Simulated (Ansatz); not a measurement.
The reference is CrCuO2 (space group R-3m, No. 166; a = 2.9638 Å, c = 16.9204 Å (hexagonal axes); ferromagnetic).

The change: full substitution Cu → Ag, then cell and atoms are relaxed.

Computed with PBEsol in Ansatz (plane waves to 420 eV, PAW, spin-orbit coupling left out).

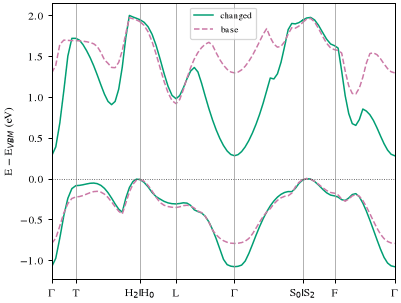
Highest valence and lowest conduction band along the path, each from its own valence-band maximum

Task: From the figure, how large is the changed gap, and is it direct?

Result: About 0.28 eV, indirect, S₂–F (13 % along) → Γ.

Whether these cells are dynamically stable was not tested. No Hubbard U is applied and the magnetic state is the run's own (CrAgO2 ferromagnetic; CrCuO2 ferromagnetic); other magnetic orders, which need larger cells, were not tried and can change the gap. A gap here joins edges of opposite spin (a spin-flip gap). The zero or small gap of CrAgO2 can change with the level of theory.

Ansatz is a first-principles code.
